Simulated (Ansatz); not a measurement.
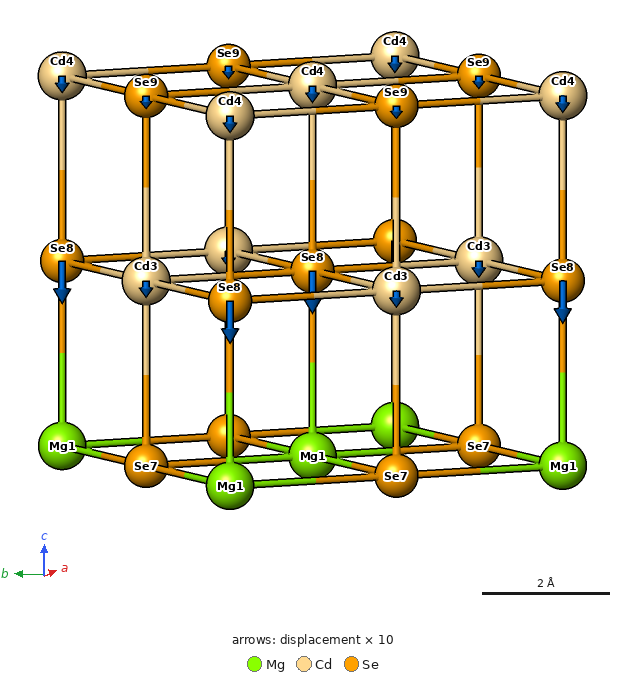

This is a relaxation of solid MgCd₅Se₆ (a generated structure, set up in P4/mmm) (coarse preliminary run). The starting structure is drawn; blue arrows show the displacements (the part carried along by the change of the cell is left out), magnified 10 times.

A ball-and-stick model of the atoms within 5.8 Å of the atom that moves most (axes of the cell of the calculation), seen from a free direction.

The calculation used DFT PBE, scalar-relativistic, plane waves, PAW in Ansatz 0.2.0.

Input
```yaml
crystal:
  lattice:
    - [4.16497413, 0.0, 0.0]
    - [0.0, 4.16497413, 0.0]
    - [0.0, 0.0, 17.6704887]
  atoms:
    - { symbol: Mg, position: [0.5, 0.5, 0.0] }
    - { symbol: Cd, position: [0.0, 0.0, 0.83333333] }
    - { symbol: Cd, position: [0.0, 0.0, 0.16666667] }
    - { symbol: Cd, position: [0.5, 0.5, 0.33333333] }
    - { symbol: Cd, position: [0.0, 0.0, 0.5] }
    - { symbol: Cd, position: [0.5, 0.5, 0.66666667] }
    - { symbol: Se, position: [0.0, 0.0, 0.0] }
    - { symbol: Se, position: [0.5, 0.5, 0.16666667] }
    - { symbol: Se, position: [0.0, 0.0, 0.33333333] }
    - { symbol: Se, position: [0.5, 0.5, 0.5] }
    - { symbol: Se, position: [0.0, 0.0, 0.66666667] }
    - { symbol: Se, position: [0.5, 0.5, 0.83333333] }
basis:
  ecutwfc: 420
kpoints:
  mp_grid: { grid: [4, 4, 1] }
hamiltonian:
  xc: pbe
scf:
  occupations: { method: gaussian, width: 0.1 }
  lower_state_search: "off"
output:
  forces: true
  stress: true
  eigenvalues: true
relax:
  adjacent_minimum: "off"
  f_tol: 0.04
  max_steps: 70
  cell: { stress_tol: 0.4 }
```

Command:
```bash
ansatz run input.yaml --threads 1 --pin off --max-ram 2560MiB --backend cpu --events-out ev --progress --plain --runs-dir out
```

Atoms of which element are displaced furthest, and by how much?

Selenium: up to 0.070 Å, against 0.028 Å for cadmium.

What happened in the run?

The energy falls by 0.437 eV per cell of the calculation in 3 accepted moves (4 points after the start). Largest force component: 0.16 eV/Å at the start, 0.012 eV/Å at the end. Pressure: −4.46 GPa at the start and −0.05 GPa at the end. The SCF was repeated once at an unchanged geometry on a basis and grid sized afresh for the cell, which shifted the energy by 5.6 meV per cell of the calculation at most. The largest moves relative to the cell, 0.070 Å, are those of Se8 and Se12. Se8 goes along −c. Largest moves by element: Se 0.070 Å, Cd 0.028 Å. Mg stays in place. The volume changes by −8.9 %, with a = b 4.165 → 4.040 Å (−3.0 %), c 17.670 → 17.110 Å (−3.2 %). Some distances before and after: Mg1–Se8 2.945 → 2.782 Å, Cd3–Se7 2.945 → 2.824 Å, Mg1–Se7 2.945 → 2.857 Å, Cd3–Se8 2.945 → 2.857 Å. The space group stays P4/mmm (No. 123).

Limits of the set-up: the k-point mesh is coarse for a cell with partly filled bands.
